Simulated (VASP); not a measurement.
# A VASP study of TePt (PBEsol): structure first, properties next, part 4 of 6

What structure and properties does PBEsol give TePt, and how near are they to the measured ones? The start is a cell from a database of measured crystal structures.

VASP 6.6.1; PBEsol; plane waves and PAW (Te, Pt).

So far. Step 4 (Bands along the symmetry lines (PBEsol)): There is no gap at this level. Step 5 (Density of states (PBEsol)): The finer mesh and the other smearing move the Fermi level by +0.03 eV from the 7×7×7 run, a small shift, which tests the Fermi level alone. Of the states within 0.3 eV of the Fermi level, the largest shares in the PAW spheres are Te p 29 %, Pt d 28 % and Pt p 12 %. The rest lies in smaller channels or between the spheres.

The database entry behind the starting cell differs from later determinations by our own check (c about 0.8 % long), so it need not match the best structure at ambient conditions.

## Step 6: Vibrations at Γ (PBEsol)

Zone-centre modes test whether the atoms sit at a minimum within this cell. IBRION = 8 takes the force constants from linear response, which needs tightly converged orbitals.

INCAR reads:

```
SYSTEM = TePt
PREC = Accurate
ENCUT = 400
EDIFF = 1E-08
NELM = 100
ISMEAR = 1
SIGMA = 0.2
LREAL = .FALSE.
ALGO = Normal
GGA = PS
NBANDS = 22
LASPH = .TRUE.
LORBIT = 11
LWAVE = .FALSE.
LCHARG = .FALSE.
KPAR = 4
IBRION = 8
ISIF = 2
```

POSCAR reads:

```
TePt
1.0
    1.9772619222      1.1415727030      6.6267833343
   -1.9772619222      1.1415727030      6.6267833343
    0.0000000000     -2.2831454061      6.6267833343
Te Pt
2 2
Direct
    0.5987281417      0.5987281417      0.5987281417
    0.4012718583      0.4012718583      0.4012718583
    0.8700474103      0.8700474103      0.8700474103
    0.1299525897      0.1299525897      0.1299525897
```

KPOINTS reads:

```
Automatic mesh
0
Gamma
11 11 11
0 0 0
```

PAW data sets: Te and Pt (PBE family, release 64).

On the command line:

```bash
> mpirun -np 4 vasp_std
```

What it wrote:

```text
[... set-up lines as in an earlier step ...]
 entering main loop
       N       E                     dE             d eps       ncg     rms          rms(c)
DAV:   1     0.142371160395E+03    0.14237E+03   -0.12161E+04  6432   0.104E+03
DAV:   2    -0.167565093241E+02   -0.15913E+03   -0.14869E+03  7854   0.215E+02
DAV:   3    -0.230322989639E+02   -0.62758E+01   -0.61615E+01  7804   0.431E+01
DAV:   4    -0.231219415685E+02   -0.89643E-01   -0.89604E-01  7856   0.575E+00
DAV:   5    -0.231234219723E+02   -0.14804E-02   -0.14803E-02  7840   0.688E-01    0.166E+01
DAV:   6    -0.225239537067E+02    0.59947E+00   -0.19519E+00  7048   0.115E+01    0.941E+00
DAV:   7    -0.224049150567E+02    0.11904E+00   -0.39598E-01  6586   0.553E+00    0.314E+00
DAV:   8    -0.223614466581E+02    0.43468E-01   -0.12953E-01  6964   0.306E+00    0.115E+00
DAV:   9    -0.223608622770E+02    0.58438E-03   -0.13110E-02  7488   0.708E-01    0.454E-01
DAV:  10    -0.223602763510E+02    0.58593E-03   -0.33312E-03  7252   0.399E-01    0.102E-01
DAV:  11    -0.223602420000E+02    0.34351E-04   -0.17527E-04  7408   0.823E-02    0.462E-02
DAV:  12    -0.223602414546E+02    0.54536E-06   -0.18431E-05  7642   0.304E-02    0.370E-02
DAV:  13    -0.223602404486E+02    0.10060E-05   -0.25133E-06  7314   0.119E-02    0.129E-02
DAV:  14    -0.223602400322E+02    0.41641E-06   -0.89539E-07  7528   0.625E-03    0.119E-03
DAV:  15    -0.223602400265E+02    0.56320E-08   -0.13252E-07  7362   0.244E-03    0.875E-04
DAV:  16    -0.223602400251E+02    0.14657E-08   -0.76730E-09  4160   0.561E-04
   1 F= -.22360240E+02 E0= -.22360602E+02  d E =0.108668E-02
 Linear response reoptimize wavefunctions to high precision
DAV:   1    -0.223602400001E+02    0.24934E-07   -0.79754E-10  5108   0.200E-04
DAV:   2    -0.223602400002E+02   -0.19099E-10   -0.10048E-10  3812   0.694E-05
 Linear response DOF=           4
 Linear response progress:
  Degree of freedom:   1/  4
       N       E                     dE             d eps       ncg     rms          rms(c)
RMM:   1    -0.426316005847E-01   -0.42632E-01    0.37526E-02 75001   0.102E+00
RMM:   2    -0.417915620271E-01    0.84004E-03   -0.14340E-03 45455   0.199E-01    0.105E-01
RMM:   3    -0.416403222683E-01    0.15124E-03   -0.79089E-05 48234   0.487E-02    0.669E-02
RMM:   4    -0.414936244079E-01    0.14670E-03   -0.34559E-05 48844   0.292E-02    0.958E-03
RMM:   5    -0.414831327011E-01    0.10492E-04   -0.17814E-06 49208   0.712E-03    0.437E-03
RMM:   6    -0.414811628207E-01    0.19699E-05   -0.24878E-07 49762   0.254E-03    0.177E-03
RMM:   7    -0.414823361568E-01   -0.11733E-05   -0.54285E-08 49469   0.721E-04    0.632E-04
RMM:   8    -0.414821746673E-01    0.16149E-06    0.23543E-08 50055   0.231E-04    0.203E-04
RMM:   9    -0.414820115493E-01    0.16312E-06    0.32752E-08 49986   0.921E-05    0.616E-05
RMM:  10    -0.414818774720E-01    0.13408E-06   -0.14050E-08 49497   0.450E-05    0.942E-06
RMM:  11    -0.414818645647E-01    0.12907E-07   -0.44831E-08 51052   0.139E-05    0.439E-06
RMM:  12    -0.414818631892E-01    0.13755E-08   -0.52775E-09 47280   0.605E-06    0.925E-07
 first order change of Fermi-energy  -0.37687E-05
 force on displaced ion       1 direction 1 :  -7.502   0.001   0.000
 Linear response progress:
  Degree of freedom:   2/  4
       N       E                     dE             d eps       ncg     rms          rms(c)
RMM:   1    -0.619151719812E-01   -0.61915E-01    0.31288E-02 16414   0.104E+00
RMM:   2    -0.595323858835E-01    0.23828E-02   -0.15700E-03  9861   0.204E-01    0.150E-01
RMM:   3    -0.593069088715E-01    0.22548E-03   -0.17170E-04 10427   0.576E-02    0.104E-01
RMM:   4    -0.591666700146E-01    0.14024E-03   -0.63345E-05 10468   0.444E-02    0.439E-02
RMM:   5    -0.591185604912E-01    0.48110E-04   -0.21343E-05 10495   0.240E-02    0.122E-02
RMM:   6    -0.591248406879E-01   -0.62802E-05   -0.25315E-06 10605   0.901E-03    0.716E-03
RMM:   7    -0.591291056079E-01   -0.42649E-05   -0.72196E-07 10537   0.348E-03    0.329E-03
RMM:   8    -0.591306806447E-01   -0.15750E-05   -0.82487E-08 10762   0.106E-03    0.570E-04
RMM:   9    -0.591299810910E-01    0.69955E-06    0.48118E-08 10933   0.350E-04    0.188E-04
RMM:  10    -0.591297088455E-01    0.27225E-06   -0.13651E-07 10927   0.104E-04    0.548E-05
RMM:  11    -0.591296199798E-01    0.88866E-07   -0.13725E-07 11054   0.432E-05    0.152E-05
RMM:  12    -0.591296415053E-01   -0.21526E-07   -0.14690E-07 10920   0.180E-05    0.596E-06
RMM:  13    -0.591296431696E-01   -0.16643E-08   -0.24631E-08 11046   0.610E-06    0.439E-06
 first order change of Fermi-energy  -0.26709E+00
 force on displaced ion       1 direction 3 :   0.000   0.000  -8.378
 Linear response progress:
  Degree of freedom:   3/  4
       N       E                     dE             d eps       ncg     rms          rms(c)
RMM:   1    -0.259982334308E+00   -0.25998E+00   -0.27596E-01 48721   0.310E+00
RMM:   2    -0.253003179010E+00    0.69792E-02   -0.56050E-03 44040   0.426E-01    0.173E-01
RMM:   3    -0.253010855865E+00   -0.76769E-05   -0.23129E-04 47578   0.925E-02    0.105E-01
RMM:   4    -0.253471067333E+00   -0.46021E-03   -0.35370E-04 47844   0.995E-02    0.144E-02
RMM:   5    -0.253437745010E+00    0.33322E-04   -0.14031E-05 48409   0.233E-02    0.730E-03
RMM:   6    -0.253434637498E+00    0.31075E-05   -0.17987E-06 49178   0.691E-03    0.156E-03
RMM:   7    -0.253417545262E+00    0.17092E-04   -0.46058E-07 48550   0.335E-03    0.102E-03
RMM:   8    -0.253410845135E+00    0.67001E-05   -0.12695E-07 48829   0.149E-03    0.175E-04
RMM:   9    -0.253409810163E+00    0.10350E-05   -0.55893E-07 51931   0.409E-04    0.937E-05
RMM:  10    -0.253409445234E+00    0.36493E-06   -0.41925E-08 49341   0.146E-04    0.267E-05
RMM:  11    -0.253409463689E+00   -0.18455E-07    0.17435E-09 51283   0.384E-05    0.136E-05
RMM:  12    -0.253409483720E+00   -0.20031E-07    0.22398E-09 49831   0.216E-05    0.352E-06
RMM:  13    -0.253409491251E+00   -0.75312E-08   -0.21943E-10 51764   0.115E-05    0.129E-06
 first order change of Fermi-energy  -0.18792E-04
 force on displaced ion       3 direction 1 : -12.047   0.011  -0.001
 Linear response progress:
  Degree of freedom:   4/  4
       N       E                     dE             d eps       ncg     rms          rms(c)
RMM:   1    -0.279825879447E+00   -0.27983E+00   -0.28527E-01 10804   0.312E+00
RMM:   2    -0.271916928239E+00    0.79090E-02   -0.57592E-03  9639   0.442E-01    0.211E-01
RMM:   3    -0.271631108634E+00    0.28582E-03   -0.61689E-04 10078   0.135E-01    0.127E-01
RMM:   4    -0.271786278353E+00   -0.15517E-03   -0.41279E-04 10277   0.104E-01    0.471E-02
RMM:   5    -0.271907593810E+00   -0.12132E-03   -0.71039E-05 10379   0.428E-02    0.180E-02
RMM:   6    -0.271906080868E+00    0.15129E-05   -0.12048E-05 10386   0.167E-02    0.748E-03
RMM:   7    -0.271894022274E+00    0.12059E-04   -0.18737E-06 10515   0.730E-03    0.281E-03
RMM:   8    -0.271876573509E+00    0.17449E-04   -0.18789E-07 10721   0.225E-03    0.105E-03
RMM:   9    -0.271863748787E+00    0.12825E-04   -0.10644E-08 10666   0.695E-04    0.235E-04
RMM:  10    -0.271861389219E+00    0.23596E-05    0.13286E-08 10964   0.182E-04    0.581E-05
RMM:  11    -0.271860934105E+00    0.45511E-06   -0.54210E-08 10972   0.445E-05    0.190E-05
RMM:  12    -0.271860898604E+00    0.35502E-07   -0.28376E-09 10976   0.211E-05    0.454E-06
RMM:  13    -0.271860901319E+00   -0.27159E-08   -0.85657E-09 10955   0.911E-06    0.241E-06
 first order change of Fermi-energy  -0.32193E-01
 force on displaced ion       3 direction 3 :   0.000   0.000 -10.843
 Linear response finished
```

Run time: 24 min. Hardware: 4 MPI ranks of AMD EPYC 9R45, shared host; peak memory 7.5 GiB.

OUTCAR, selected parts (step 6):

```text
   k-points           NKPTS =    146   k-points in BZ     NKDIM =    146   number of bands    NBANDS=     22

   NELECT =      32.0000    total number of electrons

  Total        0.0432734      0.0432734     -0.0074447      0.0000000      0.0000000      0.0000000
  in kB        0.7725203      0.7725203     -0.1329028      0.0000000      0.0000000      0.0000000
  external PRESSURE =       0.4707126 kB  Pullay stress =       0.0000000 kB

 POSITION                                       TOTAL-FORCE (eV/Angst)
 -----------------------------------------------------------------------------------
      0.00000     -0.00000     11.90293         0.000000      0.000000     -0.007031
      0.00000     -0.00000      7.97742         0.000000     -0.000000      0.007031
      0.00000     -0.00000     17.29685         0.000000      0.000000     -0.027975
      0.00000     -0.00000      2.58350         0.000000     -0.000000      0.027975
 -----------------------------------------------------------------------------------
    total drift:                                0.000000     -0.000000      0.000000

 Eigenvectors and eigenvalues of the dynamical matrix
 ----------------------------------------------------

   1 f  =    5.382320 THz    33.818117 2PiTHz  179.534886 cm-1    22.259479 meV
             X         Y         Z           dx          dy          dz
      0.000000 -0.000000 11.902925    -0.422491   -0.000002    0.000000
      0.000000 -0.000000  7.977425     0.422491    0.000002   -0.000000
      0.000000 -0.000000 17.296847     0.567011    0.000002   -0.000000
      0.000000 -0.000000  2.583503    -0.567011   -0.000002    0.000000

   2 f  =    5.382320 THz    33.818117 2PiTHz  179.534886 cm-1    22.259479 meV
             X         Y         Z           dx          dy          dz
      0.000000 -0.000000 11.902925    -0.000002    0.422491   -0.000000
      0.000000 -0.000000  7.977425     0.000002   -0.422491    0.000000
      0.000000 -0.000000 17.296847     0.000002   -0.567011    0.000000
      0.000000 -0.000000  2.583503    -0.000002    0.567011   -0.000000

   3 f  =    5.121376 THz    32.178555 2PiTHz  170.830720 cm-1    21.180300 meV
             X         Y         Z           dx          dy          dz
      0.000000 -0.000000 11.902925    -0.000000   -0.000000   -0.510584
      0.000000 -0.000000  7.977425     0.000000    0.000000    0.510584
      0.000000 -0.000000 17.296847     0.000000    0.000000    0.489187
      0.000000 -0.000000  2.583503    -0.000000   -0.000000   -0.489187

   4 f  =    4.771016 THz    29.977180 2PiTHz  159.143977 cm-1    19.731330 meV
             X         Y         Z           dx          dy          dz
      0.000000 -0.000000 11.902925    -0.549810    0.000003   -0.000000
      0.000000 -0.000000  7.977425    -0.549810    0.000003   -0.000000
      0.000000 -0.000000 17.296847     0.444644   -0.000002    0.000000
      0.000000 -0.000000  2.583503     0.444644   -0.000002    0.000000

   5 f  =    4.771016 THz    29.977180 2PiTHz  159.143977 cm-1    19.731330 meV
             X         Y         Z           dx          dy          dz
      0.000000 -0.000000 11.902925     0.000003    0.549810   -0.000000
      0.000000 -0.000000  7.977425     0.000003    0.549810   -0.000000
      0.000000 -0.000000 17.296847    -0.000002   -0.444644    0.000000
      0.000000 -0.000000  2.583503    -0.000002   -0.444644    0.000000

   6 f  =    4.551078 THz    28.595266 2PiTHz  151.807620 cm-1    18.821738 meV
             X         Y         Z           dx          dy          dz
      0.000000 -0.000000 11.902925    -0.000000    0.000000    0.549783
      0.000000 -0.000000  7.977425    -0.000000    0.000000    0.549783
      0.000000 -0.000000 17.296847     0.000000   -0.000000   -0.444678
      0.000000 -0.000000  2.583503     0.000000   -0.000000   -0.444678

   7 f  =    3.510253 THz    22.055572 2PiTHz  117.089447 cm-1    14.517235 meV
             X         Y         Z           dx          dy          dz
      0.000000 -0.000000 11.902925     0.000000    0.000000   -0.489187
      0.000000 -0.000000  7.977425     0.000000   -0.000000    0.489187
      0.000000 -0.000000 17.296847     0.000000    0.000000   -0.510584
      0.000000 -0.000000  2.583503    -0.000000   -0.000000    0.510584

   8 f  =    2.684942 THz    16.869988 2PiTHz   89.560023 cm-1    11.104023 meV
             X         Y         Z           dx          dy          dz
      0.000000 -0.000000 11.902925     0.567011   -0.000014   -0.000000
      0.000000 -0.000000  7.977425    -0.567011    0.000014    0.000000
      0.000000 -0.000000 17.296847     0.422491   -0.000011   -0.000000
      0.000000 -0.000000  2.583503    -0.422491    0.000011    0.000000

   9 f  =    2.684942 THz    16.869988 2PiTHz   89.560023 cm-1    11.104023 meV
             X         Y         Z           dx          dy          dz
      0.000000 -0.000000 11.902925    -0.000014   -0.567011   -0.000000
      0.000000 -0.000000  7.977425     0.000014    0.567011    0.000000
      0.000000 -0.000000 17.296847    -0.000011   -0.422491   -0.000000
      0.000000 -0.000000  2.583503     0.000011    0.422491    0.000000

  10 f/i=    0.000104 THz     0.000655 2PiTHz    0.003475 cm-1     0.000431 meV
             X         Y         Z           dx          dy          dz
      0.000000 -0.000000 11.902925    -0.372110    0.243397    0.000000
      0.000000 -0.000000  7.977425    -0.372110    0.243397    0.000000
      0.000000 -0.000000 17.296847    -0.460121    0.300965    0.000000
      0.000000 -0.000000  2.583503    -0.460121    0.300965    0.000000

  11 f/i=    0.000104 THz     0.000655 2PiTHz    0.003475 cm-1     0.000431 meV
             X         Y         Z           dx          dy          dz
      0.000000 -0.000000 11.902925    -0.243397   -0.372110   -0.000000
      0.000000 -0.000000  7.977425    -0.243397   -0.372110   -0.000000
      0.000000 -0.000000 17.296847    -0.300965   -0.460121   -0.000000
      0.000000 -0.000000  2.583503    -0.300965   -0.460121   -0.000000

  12 f/i=    0.000177 THz     0.001114 2PiTHz    0.005915 cm-1     0.000733 meV
             X         Y         Z           dx          dy          dz
      0.000000 -0.000000 11.902925     0.000000   -0.000000    0.444678
      0.000000 -0.000000  7.977425     0.000000   -0.000000    0.444678
      0.000000 -0.000000 17.296847     0.000000   -0.000000    0.549783
      0.000000 -0.000000  2.583503     0.000000   -0.000000    0.549783

 ELASTIC MODULI CONTR FROM IONIC RELAXATION (kBar)
 Direction    XX          YY          ZZ          XY          YZ          ZX
 --------------------------------------------------------------------------------
 XX        -980.2986   -233.6884   -558.7244     -0.0000   -454.5025     -0.0000
 YY        -233.6884   -980.2986   -558.7244      0.0000    454.5025      0.0000
 ZZ        -558.7244   -558.7244   -518.2166     -0.0000      0.0000     -0.0000
 XY          -0.0000      0.0000     -0.0000   -373.3051     -0.0000   -427.8322
 YZ        -454.5025    454.5025      0.0000     -0.0000   -568.0692     -0.0000
 ZX          -0.0000      0.0000     -0.0000   -427.8322     -0.0000   -503.0069
 --------------------------------------------------------------------------------

[... 6 parts as in an earlier step ...]

[... 4 further parts left out ...]
```

Energies printed during the response cycles are not total energies of the cell.

Numbers from this step:

| Property | Result |
| --- | --- |
| bands | 22 |
| irreducible k-points | 146 |
| pressure of the cell | 0.04707 GPa |
| largest force of the cell | 0.02798 eV/Å |
| Fermi energy | 8.406 eV |

Modes at Γ, with each element's share of the kinetic energy:

| mode | frequency (cm⁻¹) | symmetry | Te % | Pt % |
| --- | --- | --- | --- | --- |
| 1 | 0.0 | acoustic | 40 | 60 |
| 2 | 0.0 | acoustic | 40 | 60 |
| 3 | 0.0 | acoustic | 40 | 60 |
| 4 | 89.6 | Eg | 64 | 36 |
| 5 | 89.6 | Eg | 64 | 36 |
| 6 | 117.1 | A1g | 48 | 52 |
| 7 | 151.8 | A2u | 60 | 40 |
| 8 | 159.1 | Eu | 60 | 40 |
| 9 | 159.1 | Eu | 60 | 40 |
| 10 | 170.8 | A1g | 52 | 48 |
| 11 | 179.5 | Eg | 36 | 64 |
| 12 | 179.5 | Eg | 36 | 64 |

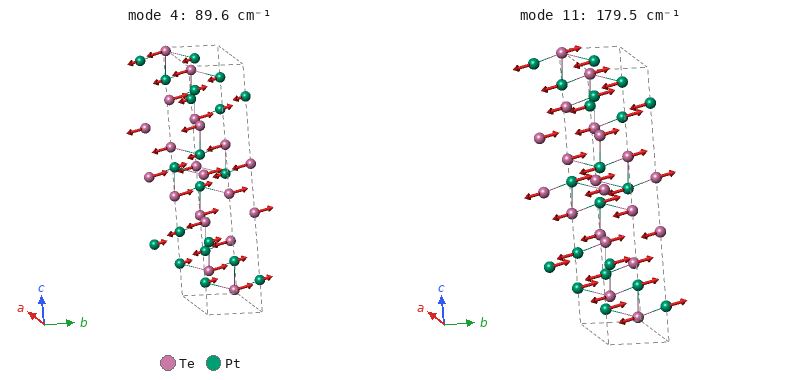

Displacement patterns of modes 4 and 11 at Γ; arrows are exaggerated. Bonds to atoms that aren't drawn are left out. 2×1×1 conventional cells are drawn. Some periodic images of atoms are drawn too.

The three acoustic modes come out at zero, and all others are real. By the characters of their eigenvectors the optical modes sort into (cm⁻¹) Raman active: Eg 90, A1g 117, A1g 171, Eg 180; infrared active: A2u 152, Eu 159. With a centre of inversion no mode is active in both.

(Continued in part 5 of 6.)

[Lines on the potential files, build, host, timing and source positions are cut from VASP's logs without a mark.]

[Logs are printed without paths, hosts, clocks, repeated set-up lines and the standing remarks that a program may print on its own settings, such as how far it seeks lower states.]

[Hosts, paths, dates, database ids (printed as entryN), source tags and the programs' standing remarks are cut or masked in the printed files.]

[Measured values are set beside computed ones only where the two were judged alike; some that the calculation misses by far are left out.]
